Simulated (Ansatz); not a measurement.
# BSiP+ (doublet): the correlation ladder, cc-pVTZ

How much of the correlation energy of BSiP+ (doublet) does each wave-function method recover here?

Computed with Ansatz 0.2.0, Gaussian basis. Level: cc-pVTZ, core rule «outside noble gas», up to 11 orbitals frozen.

To be run: UHF; CCSD(T) on ROHF; CCSD(T) on UHF; BCCD(T) on ROHF; CCSDT(Q) on ROHF; CCSDT(Q) on UHF; CASSCF and NEVPT2, 11 electrons in 12 orbitals.

6 further runs of the same task are left out: 6 set aside as unsound or not needed.

### Step 1. What is computed

The geometry is a PBE0/def2-TZVP stationary point (not a proven minimum) of the parent state, kept for this charge and spin.

3 atoms, charge 1, spin multiplicity 2.

Atoms are counted from 1 here; the program's logs count them from 0.

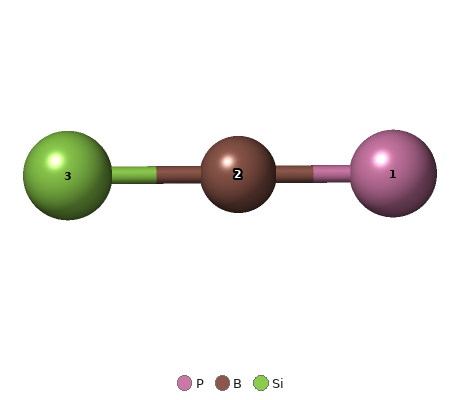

The geometry (phosphorus pink, boron brown, silicon green); atoms are numbered from 1 in the order of the file.

In the tables R marks a restricted open-shell determinant and U an unrestricted one; 'valence' is the active space of 11 electrons in 12 orbitals; energies count from the table's Hartree-Fock row.

### Step 2. UHF

Input file in.yaml:

```yaml
crystal:
  periodic: [false, false, false]
  atoms:
    - {symbol: P, position_ang: [0.000000, 0.000000, -1.820400]}
    - {symbol: B, position_ang: [0.000000, 0.000000, -0.059200]}
    - {symbol: Si, position_ang: [0.000000, 0.000000, 1.879600]}
basis:
  gaussian: {orbitals: cc-pVTZ}
total_charge: 1
magnetization: {spin_polarized: true, initial_magnetization: 1}
hamiltonian: {xc: hf}
output: {orbitals: {seedname: orbitals}}
```

Started as:

```bash
$ ansatz run in.yaml --threads 1 --pin off --events-out ev --progress --plain --max-ram 4096MiB --backend cpu
```

Output:

```text
Functional definition: HF
  name "HF"
  cite "Fock, Z. Phys. 61, 126 (1930) doi:10.1007/BF01340294"
  parent pbe
  exchange = exact_x
  correlation = 0
966 factors; their error is unknown
mean field evaluation 1: about -17787.6004 eV, gradient 2.3e1 eV
mean field evaluation 2: about -17772.0382 eV, gradient 4.9e1 eV
mean field evaluation 4: about -17792.7311 eV, gradient 3.1e0 eV
mean field evaluation 8: about -17792.8710 eV, gradient 4.7e-1 eV
mean field evaluation 16: about -17793.1628 eV, gradient 6.5e0 eV
mean field evaluation 32: about -17796.1735 eV, gradient 3.8e-1 eV
mean field evaluation 64: about -17794.1342 eV, gradient 4.0e-1 eV
mean field evaluation 96: about -17795.0081 eV, gradient 3.6e-1 eV
mean field evaluation 128: about -17793.3261 eV, gradient 7.2e0 eV
mean field evaluation 160: about -17795.5835 eV, gradient 4.2e-1 eV
mean field evaluation 192: about -17796.1071 eV, gradient 2.6e-1 eV
mean field evaluation 224: about -17795.9347 eV, gradient 2.1e-1 eV
mean field evaluation 256: about -17794.6065 eV, gradient 1.7e0 eV
mean field evaluation 288: about -17795.0441 eV, gradient 2.0e0 eV
mean field evaluation 320: about -17793.6525 eV, gradient 1.1e0 eV
mean field evaluation 352: about -17795.9412 eV, gradient 1.9e-5 eV
mean field evaluation 384: about -17793.3615 eV, gradient 8.4e-5 eV
mean field evaluation 416: about -17795.5565 eV, gradient 1.3e0 eV
mean field -17796.18024935 eV, -653.9975614795 hartree, gradient 2.2e-5 eV, S^2 1.783294; 17 other end points of the search recorded, 0 dependent functions left out
reference -17796.18024935 eV, -653.9975614795 hartree; 17, 16 occupied and 81, 82 virtual orbitals, 966 factors
Total energy: -17796.18024935 eV, -653.9975614795 hartree
```

Wall time 23 s (1 thread of AMD EPYC 7R13, shared host); peak memory 0.28 GiB.

From the report: ⟨S²⟩ of the determinant 1.783 (pure doublet: 0.75). The determinant is far from a pure spin state, so its energy mixes those of several spin states (harmless only where they are near-degenerate, as at dissociation).

### Step 3. CCSD(T) on ROHF

in.yaml, as its differences from that of step 2:

```diff
@@ -9,4 +9,3 @@
 total_charge: 1
-magnetization: {spin_polarized: true, initial_magnetization: 1}
-hamiltonian: {xc: hf}
-output: {orbitals: {seedname: orbitals}}
+magnetization: {spin_polarized: false, initial_magnetization: 1}
+correlation: {method: ccsd_t, electrons: outside_noble_gas}
```

Started as:

```bash
$ ansatz run in.yaml --threads 2 --pin off --events-out ev --progress --plain --max-ram 24576MiB --backend cuda --devices 0, --max-vram 18GiB
```

Output (excerpt; [...] marks lines left out):

```text
Functional definition: HF
  name "HF"
  cite "Fock, Z. Phys. 61, 126 (1930) doi:10.1007/BF01340294"
  parent pbe
[...]
585 factors; integrals over basis functions are off by at most 1.3e-3 eV
[...]
mean field -17795.51765634 eV, -653.9732116354 hartree, gradient 2.1e-6 eV, S^2 0.750000; 15 other end points of the search recorded, 0 dependent functions left out
[...]
determinant -17795.51765634 eV, -653.9732116354 hartree, with singles and doubles -17804.09933583 eV, -654.2885825398 hartree
determinant -17793.64053755 eV, -653.9042287923 hartree, with singles and doubles -17801.84806572 eV, -654.2058498893 hartree
determinant -17793.37428552 eV, -653.8944442106 hartree, with singles and doubles -17802.87072138 eV, -654.2434317914 hartree
determinant -17793.35141636 eV, -653.8936037846 hartree, with singles and doubles -17802.96306942 eV, -654.2468255195 hartree
determinant -17793.10165316 eV, -653.8844251560 hartree, with singles and doubles -17802.97614546 eV, -654.2473060550 hartree
determinant -17792.79846834 eV, -653.8732833196 hartree, with singles and doubles -17801.58997677 eV, -654.1963652952 hartree
unrestricted determinant -17796.18076305 eV, -653.9975803574 hartree, S^2 1.7833
11 core orbitals not correlated: weight in the atoms' cores, before any rotation towards them, 1.000 or more for the frozen orbitals, at most 0.000 for the correlated occupied ones
reference -17795.51765634 eV, -653.9732116354 hartree; 6, 5 occupied and 81, 82 virtual orbitals, 585 factors
second order -7.37160149 eV of doubles, -0.05317945 eV of singles
cycle   1  -8.42475634 eV  change   -4.0e-1 eV  update   2.7e-2
[...]
cycle  14  -8.45201060 eV  change    7.0e-7 eV  update   6.9e-6
perturbative correction -0.57320300 eV, -0.0210648218 hartree
Total energy: -17804.54286994 eV, -654.3048821178 hartree
```

Run time: 17 s. Hardware: 1 × H100 (card shared with other runs) with 2 threads of AMD EPYC 7R13, shared host; peak host memory 0.81 GiB.

From the report: correlation -9.0252 eV; T1 0.034; largest double amplitude 0.12.

### Step 4. CCSD(T) on UHF

in.yaml, as its differences from that of step 3:

```diff
@@ -9,3 +9,3 @@
 total_charge: 1
-magnetization: {spin_polarized: false, initial_magnetization: 1}
+magnetization: {spin_polarized: true, initial_magnetization: 1}
 correlation: {method: ccsd_t, electrons: outside_noble_gas}
```

Launched as before.

Output (excerpt; [...] marks lines left out):

```text
Functional definition: HF
  name "HF"
  cite "Fock, Z. Phys. 61, 126 (1930) doi:10.1007/BF01340294"
  parent pbe
[...]
585 factors; integrals over basis functions are off by at most 1.3e-3 eV
[...]
mean field -17796.18076305 eV, -653.9975803574 hartree, gradient 2.4e-6 eV, S^2 1.783294; 37 other end points of the search recorded, 0 dependent functions left out
determinant -17796.18076305 eV, -653.9975803574 hartree, with singles and doubles -17803.94764785 eV, -654.2830081095 hartree
determinant -17795.94174531 eV, -653.9887966177 hartree, with singles and doubles -17803.90452504 eV, -654.2814233754 hartree
determinant -17795.89783741 eV, -653.9871830320 hartree, with singles and doubles -17803.95340090 eV, -654.2832195301 hartree
determinant -17795.56701014 eV, -653.9750253541 hartree, with singles and doubles -17803.10643897 eV, -654.2520942532 hartree
[...]
determinant -17796.12298019 eV, -653.9954568765 hartree, with singles and doubles -17804.00776220 eV, -654.2852172708 hartree
determinant -17795.66033739 eV, -653.9784550672 hartree, with singles and doubles -17804.00622842 eV, -654.2851609055 hartree
determinant -17795.60245660 eV, -653.9763279876 hartree, with singles and doubles -17804.09064512 eV, -654.2882631622 hartree
11 core orbitals not correlated: weight in the atoms' cores, before any rotation towards them, 1.000 or more for the frozen orbitals, at most 0.000 for the correlated occupied ones
reference -17796.18076305 eV, -653.9975803574 hartree; 6, 5 occupied and 81, 82 virtual orbitals, 585 factors
second order -6.15076186 eV of doubles, -0.00000000 eV of singles
cycle   1  -7.75950126 eV  change    2.1e-6 eV  update   3.6e-6
[...]
cycle   3  -7.75949363 eV  change    5.6e-6 eV  update   2.6e-6
perturbative correction -0.51554529 eV, -0.0189459398 hartree
Total energy: -17804.45580196 eV, -654.3016824286 hartree
```

Run time: 30 s. Hardware: 1 × H100 (card shared with other runs) with 2 threads of AMD EPYC 7R13, shared host; peak host memory 0.83 GiB.

From the report: ⟨S²⟩ of the determinant 1.783 (pure doublet: 0.75); correlation -8.2750 eV; T1 0.106; largest double amplitude 0.12. The determinant is far from a pure spin state, so its energy mixes those of several spin states (harmless only where they are near-degenerate, as at dissociation).

### Step 5. BCCD(T) on ROHF

in.yaml, as its differences from that of step 4:

```diff
@@ -9,3 +9,3 @@
 total_charge: 1
-magnetization: {spin_polarized: true, initial_magnetization: 1}
-correlation: {method: ccsd_t, electrons: outside_noble_gas}
+magnetization: {spin_polarized: false, initial_magnetization: 1}
+correlation: {method: bccd_t, electrons: outside_noble_gas}
```

Same command.

Output (excerpt; [...] marks lines left out):

```text
Functional definition: HF
  name "HF"
  cite "Fock, Z. Phys. 61, 126 (1930) doi:10.1007/BF01340294"
  parent pbe
[...]
585 factors; integrals over basis functions are off by at most 1.3e-3 eV
[...]
mean field -17795.51765634 eV, -653.9732116354 hartree, gradient 2.1e-6 eV, S^2 0.750000; 15 other end points of the search recorded, 0 dependent functions left out
[...]
determinant -17795.51765634 eV, -653.9732116354 hartree, with singles and doubles -17804.09933583 eV, -654.2885825398 hartree
determinant -17793.64053755 eV, -653.9042287923 hartree, with singles and doubles -17801.84806572 eV, -654.2058498893 hartree
determinant -17793.37428552 eV, -653.8944442106 hartree, with singles and doubles -17802.87072138 eV, -654.2434317914 hartree
determinant -17793.35141636 eV, -653.8936037846 hartree, with singles and doubles -17802.96306942 eV, -654.2468255195 hartree
determinant -17793.10165316 eV, -653.8844251560 hartree, with singles and doubles -17802.97614546 eV, -654.2473060550 hartree
determinant -17792.79846834 eV, -653.8732833196 hartree, with singles and doubles -17801.58997677 eV, -654.1963652952 hartree
unrestricted determinant -17796.18076305 eV, -653.9975803574 hartree, S^2 1.7833
11 core orbitals not correlated: weight in the atoms' cores, before any rotation towards them, 1.000 or more for the frozen orbitals, at most 0.000 for the correlated occupied ones
reference -17795.51765634 eV, -653.9732116354 hartree; 6, 5 occupied and 81, 82 virtual orbitals, 585 factors
second order -7.37160149 eV of doubles, -0.05317945 eV of singles
cycle   1  -8.40837082 eV  change   -3.8e-1 eV  update   3.1e-2
[...]
cycle  16  -8.43286506 eV  change   -1.1e-6 eV  update   8.2e-6
perturbative correction -0.59272911 eV, -0.0217823932 hartree
Total energy: -17804.54325051 eV, -654.3048961035 hartree
```

Run time: 11 s. Hardware: 1 × H100 (card shared with other runs) with 2 threads of AMD EPYC 7R13, shared host; peak host memory 0.81 GiB.

From the report: correlation -9.0256 eV; largest double amplitude 0.12.

### Step 6. CCSDT(Q) on ROHF

in.yaml, as its differences from that of step 5:

```diff
@@ -10,2 +10,2 @@
 magnetization: {spin_polarized: false, initial_magnetization: 1}
-correlation: {method: bccd_t, electrons: outside_noble_gas}
+correlation: {method: ccsdt_q, electrons: outside_noble_gas}
```

Launched as before.

Output (excerpt; [...] marks lines left out):

```text
Functional definition: HF
  name "HF"
  cite "Fock, Z. Phys. 61, 126 (1930) doi:10.1007/BF01340294"
  parent pbe
[...]
1125 factors; integrals over basis functions are off by at most 1.4e-7 eV
[...]
mean field -17795.51766262 eV, -653.9732118662 hartree, gradient 2.3e-6 eV, S^2 0.750000; 15 other end points of the search recorded, 0 dependent functions left out
[...]
determinant -17795.51766262 eV, -653.9732118662 hartree, with singles and doubles -17804.09935729 eV, -654.2885833285 hartree
determinant -17793.64054360 eV, -653.9042290145 hartree, with singles and doubles -17801.84809035 eV, -654.2058507943 hartree
determinant -17793.37429265 eV, -653.8944444726 hartree, with singles and doubles -17802.87074100 eV, -654.2434325125 hartree
determinant -17793.35142272 eV, -653.8936040183 hartree, with singles and doubles -17802.96308809 eV, -654.2468262055 hartree
determinant -17793.10166064 eV, -653.8844254311 hartree, with singles and doubles -17802.97616570 eV, -654.2473067988 hartree
determinant -17792.79847355 eV, -653.8732835109 hartree, with singles and doubles -17801.58999907 eV, -654.1963661146 hartree
unrestricted determinant -17796.18076971 eV, -653.9975806022 hartree, S^2 1.7833
11 core orbitals not correlated: weight in the atoms' cores, before any rotation towards them, 1.000 or more for the frozen orbitals, at most 0.000 for the correlated occupied ones
reference -17795.51766262 eV, -653.9732118662 hartree; 6, 5 occupied and 81, 82 virtual orbitals, 1125 factors
second order -7.37162244 eV of doubles, -0.05317943 eV of singles
cycle   1  -7.98134651 eV  change   -5.6e-1 eV  update   1.3e-1
[...]
cycle  29  -9.08308906 eV  change   -2.2e-8 eV  update   7.0e-7
perturbative correction -0.06520247 eV, -0.0023961465 hartree
Total energy: -17804.66595415 eV, -654.3094053788 hartree
```

It took 25 s on 1 × H100 (card shared with other runs) with 2 threads of AMD EPYC 7R13, shared host; peak host memory 1.2 GiB.

From the report: correlation -9.1483 eV; T1 0.039; largest double amplitude 0.17.

### Step 7. CCSDT(Q) on UHF

in.yaml, as its differences from that of step 6:

```diff
@@ -9,3 +9,3 @@
 total_charge: 1
-magnetization: {spin_polarized: false, initial_magnetization: 1}
+magnetization: {spin_polarized: true, initial_magnetization: 1}
 correlation: {method: ccsdt_q, electrons: outside_noble_gas}
```

Same command.

Output (excerpt; [...] marks lines left out):

```text
Functional definition: HF
  name "HF"
  cite "Fock, Z. Phys. 61, 126 (1930) doi:10.1007/BF01340294"
  parent pbe
[...]
1125 factors; integrals over basis functions are off by at most 1.4e-7 eV
[...]
mean field -17796.18076971 eV, -653.9975806022 hartree, gradient 2.4e-6 eV, S^2 1.783295; 37 other end points of the search recorded, 0 dependent functions left out
determinant -17796.18076971 eV, -653.9975806022 hartree, with singles and doubles -17803.94766497 eV, -654.2830087387 hartree
determinant -17795.94175224 eV, -653.9887968722 hartree, with singles and doubles -17803.90454001 eV, -654.2814239256 hartree
determinant -17795.89784398 eV, -653.9871832735 hartree, with singles and doubles -17803.95341847 eV, -654.2832201757 hartree
determinant -17795.56701792 eV, -653.9750256402 hartree, with singles and doubles -17803.10645132 eV, -654.2520947071 hartree
[...]
determinant -17796.12298647 eV, -653.9954571072 hartree, with singles and doubles -17804.00777990 eV, -654.2852179213 hartree
determinant -17795.66034412 eV, -653.9784553145 hartree, with singles and doubles -17804.00624632 eV, -654.2851615634 hartree
determinant -17795.60246293 eV, -653.9763282203 hartree, with singles and doubles -17804.09066477 eV, -654.2882638844 hartree
11 core orbitals not correlated: weight in the atoms' cores, before any rotation towards them, 1.000 or more for the frozen orbitals, at most 0.000 for the correlated occupied ones
reference -17796.18076971 eV, -653.9975806022 hartree; 6, 5 occupied and 81, 82 virtual orbitals, 1125 factors
second order -6.15077697 eV of doubles, -0.00000000 eV of singles
cycle   1  -6.92699460 eV  change   -7.8e-1 eV  update   1.2e-1
[...]
cycle  40  -8.41866092 eV  change    6.9e-7 eV  update   1.1e-6
perturbative correction -0.08198771 eV, -0.0030129926 hartree
Total energy: -17804.68141834 eV, -654.3099736774 hartree
```

It took 34 s on 1 × H100 (card shared with other runs) with 2 threads of AMD EPYC 7R13, shared host; peak host memory 1.1 GiB.

From the report: ⟨S²⟩ of the determinant 1.783 (pure doublet: 0.75); correlation -8.5006 eV; T1 0.136; largest double amplitude 0.21. The determinant is far from a pure spin state, so its energy mixes those of several spin states (harmless only where they are near-degenerate, as at dissociation).

### Step 8. CASSCF and NEVPT2, 11 electrons in 12 orbitals

in.yaml, as its differences from that of step 7:

```diff
@@ -9,3 +9,3 @@
 total_charge: 1
-magnetization: {spin_polarized: true, initial_magnetization: 1}
-correlation: {method: ccsdt_q, electrons: outside_noble_gas}
+magnetization: {spin_polarized: false, initial_magnetization: 1}
+correlation: {method: sc_nevpt2, electrons: outside_noble_gas, active_space: {window: {electrons: 11, orbitals: 12}, shells: [{species: B, l: s, shell: 2}, {species: B, l: p, shell: 2}, {species: P, l: s, shell: 3}, {species: P, l: p, shell: 3}, {species: Si, l: s, shell: 3}, {species: Si, l: p, shell: 3}]}}
```

The command is unchanged.

Output (excerpt; [...] marks lines left out):

```text
Functional definition: HF
  name "HF"
  cite "Fock, Z. Phys. 61, 126 (1930) doi:10.1007/BF01340294"
  parent pbe
[...]
1125 factors; integrals over basis functions are off by at most 1.4e-7 eV
[...]
mean field -17795.51766262 eV, -653.9732118662 hartree, gradient 2.3e-6 eV, S^2 0.750000; 12 other end points of the search recorded, 0 dependent functions left out
reference -17795.51766262 eV, -653.9732118662 hartree; 17, 16 occupied and 81, 82 virtual orbitals, 1125 factors
state -17799.15904092 eV, -654.1070300505 hartree
state -17799.15904092 eV, -654.1070300505 hartree; corrected -17803.41337662 eV, -654.2633740036 hartree
Total energy: -17803.41337662 eV, -654.2633740036 hartree
Checks for a lower state left out: starts, orbital_swaps
```

Run time: 12 s. Hardware: 1 × H100 (card shared with other runs) with 2 threads of AMD EPYC 7R13, shared host; peak host memory 0.81 GiB.

From the report: 182,952 determinants; active occupations 1.98, 1.98, 1.96, 1.89, 1.86, 0.98, 0.14, 0.07, 0.05, 0.04, 0.03, 0.02.

### Step 9. Natural occupations

Natural occupations of the CASSCF valence state about the gap (report; correlated orbitals 1 to 10): 1.982, 1.975, 1.957, 1.886, 1.864, 0.980, 0.140, 0.073, 0.046, 0.042. The count of effectively unpaired electrons, Σ n²(2 − n)², is 1.23; a single determinant of this spin has 1.

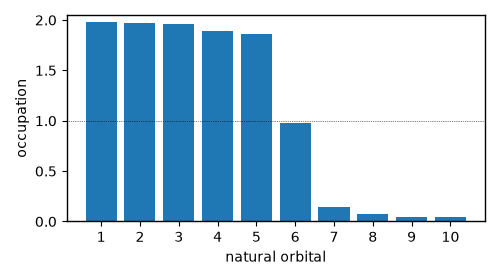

Natural occupations of the CASSCF valence state.

### Step 10. The ladder

No level here is safe as a reference; RCCSDT(Q) serves as a yardstick only. Rows without a time come out of other runs: HF, MP2 and CCSD of CCSD(T), CCSDT of CCSDT(Q), CASSCF and MRCISD of the multireference runs.

```tsv
method	energy from the lowest RHF (meV)	from RCCSDT(Q) (meV)	time
RHF	0.0	+9148.3	
UHF	-663.1	+8485.2	
RMP2	-7424.8	+1723.5	
UMP2	-6813.9	+2334.4	
RCCSD	-8452.0	+696.3	
UCCSD	-8422.6	+725.7	
RCCSD(T)	-9025.2	+123.1	17 s
UCCSD(T)	-8938.1	+210.2	30 s
BCCD(T)	-9025.6	+122.7	11 s
RCCSDT	-9083.1	+65.2	
UCCSDT	-9081.8	+66.5	
RCCSDT(Q)	-9148.3	0	25 s
UCCSDT(Q)	-9163.8	-15.5	34 s
CASSCF valence	-3641.4	+5506.9	
NEVPT2 valence	-7895.7	+1252.6	12 s
```

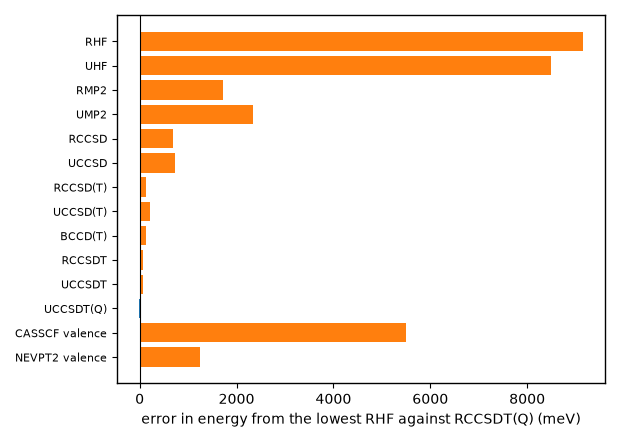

Deviations from RCCSDT(Q), method by method.

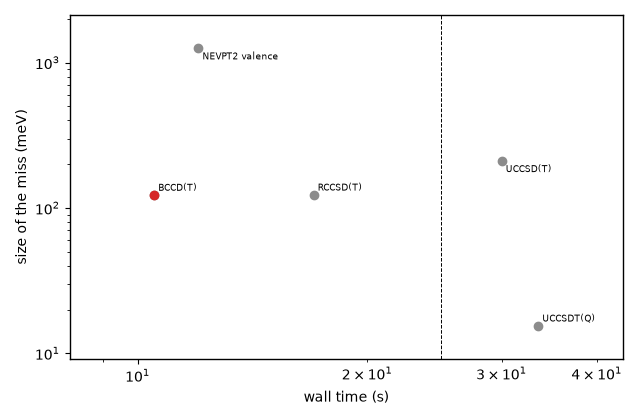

Accuracy for the time spent; red marks the levels that beat every quicker one drawn (of those quicker than the yardstick), and the dashed line is the time of RCCSDT(Q). Times are from a shared host.

### Step 11. Outcome

```
                      quantity        value
RCCSDT(Q) below the RHF energy   -9.1483 eV
           RMP2 from RCCSDT(Q)  +1723.5 meV
           UMP2 from RCCSDT(Q)  +2334.4 meV
          RCCSD from RCCSDT(Q)   +696.3 meV
       RCCSD(T) from RCCSDT(Q)   +123.1 meV
       UCCSD(T) from RCCSDT(Q)   +210.2 meV
      UCCSDT(Q) from RCCSDT(Q)    -15.5 meV
 NEVPT2 valence from RCCSDT(Q)  +1252.6 meV
                 T1 diagnostic        0.034
effectively unpaired electrons         1.23
```

**Reading.** RCCSD(T) misses by +123.1 meV, 1.3 % of the correlation energy. CCSD(T) misses by +123.1 meV on the restricted determinant and by +210.2 meV on the unrestricted one; the two need not hold the same state or core. The occupations show some static correlation. Warnings: spin contamination.
